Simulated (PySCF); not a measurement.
# Atomic calculation for Eu¹⁹⁺

- system: Eu¹⁹⁺, configuration 1s2 2s2 2p6 3s2 3p6 3d10 4s2 4p6 4d8, multiplicity 3.
- method: unrestricted PBE, even-tempered 20s15p10d4f4g, spin-free X2C-1e, Gaussian nucleus (PySCF)

**The program's output (extracts)**
```
damping factor = 0
level_shift factor = 0
DIIS = <class 'pyscf.scf.diis.CDIIS'>
diis_start_cycle = 1
diis_space = 10
diis_damp = 0
SCF conv_tol = 1e-09
SCF conv_tol_grad = None
number electrons alpha = 23  beta = 21
XC functionals = PBE
    J. P. Perdew, K. Burke, and M. Ernzerhof.,  Phys. Rev. Lett. 77, 3865 (1996)
    J. P. Perdew, K. Burke, and M. Ernzerhof.,  Phys. Rev. Lett. 78, 1396 (1997)
    J. P. Perdew, K. Burke, and M. Ernzerhof.,  Phys. Rev. Lett. 77, 3865 (1996)
    J. P. Perdew, K. Burke, and M. Ernzerhof.,  Phys. Rev. Lett. 78, 1396 (1997)
cycle= 1 E= -10709.2828347356  delta_E= -0.0283  |g|= 0.03  |ddm|= 0.0771
cycle= 2 E= -10709.282862665  delta_E= -2.79e-05  |g|= 0.00865  |ddm|= 0.00778
cycle= 3 E= -10709.2828651283  delta_E= -2.46e-06  |g|= 0.00216  |ddm|= 0.00184
cycle= 4 E= -10709.2828651995  delta_E= -7.12e-08  |g|= 5.74e-05  |ddm|= 0.000205
cycle= 5 E= -10709.2828651996  delta_E= -1.09e-10  |g|= 1.21e-06  |ddm|= 1.17e-05
converged SCF energy = -10709.2828651996  <S^2> = 2.0001695  2S+1 = 3.000113
```

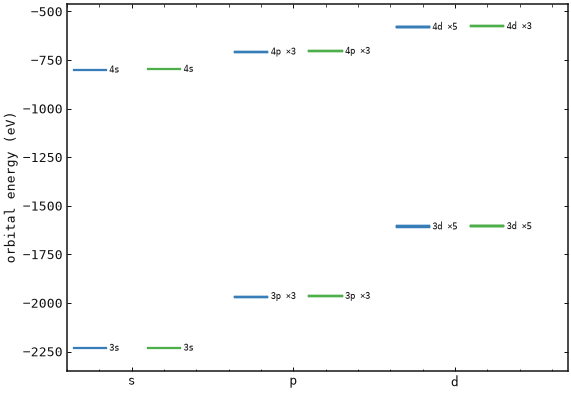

*Orbital energies of the mean field, from the top down to −2233 eV, by angular momentum, α spin at the left of each column and β at the right; ×n counts the orbitals under one label.*

The highest filled orbital is 4d β at −576.2 eV, the lowest empty one d β at −574.7 eV.

**Input file**
```python
from pyscf import gto, scf, dft, mp, cc
mol = gto.M(atom="Eu 0 0 0", charge=19, spin=2, symmetry="D2h",
            basis=gto.etbs([(0, 20, 1.1, 2.5), (1, 15, 1.4, 2.5), (2, 10, 1.4, 2.5), (3, 4, 7.9, 2.7), (4, 4, 12, 2.7)]),
            nucmod="G")
mf = dft.UKS(mol, xc="PBE").sfx2c1e()
mf.irrep_nelec = {'Ag': (8, 6), 'B1g': (2, 2), 'B2g': (2, 2), 'B3g': (2, 2), 'B1u': (3, 3), 'B2u': (3, 3), 'B3u': (3, 3)}
mf.kernel()
```

The script is an equivalent of what the driver set up; the driver started from orbitals of its own, so the log can be shorter than this script's would be, and it computed the properties (radii, ⟨L²⟩, response) afterwards. It held the occupations shell by shell, which the script's counts by irreducible representation don't always enforce.

The run was one of a batch that the task file lists, launched with:
```bash
OMP_NUM_THREADS=2 python <driver script> TASK.json OUT
```

**Results in brief**

- outcome: converged
- total energy: −10709.2829 hartree
- ⟨S²⟩: 2.000
- ⟨L²⟩: 12.00
- SCF iterations: 5
- hardware: 2 threads of Intel Xeon, 15 GiB of memory available, shared host
- wall time: 1.7 s (CPU time 3.2 s)
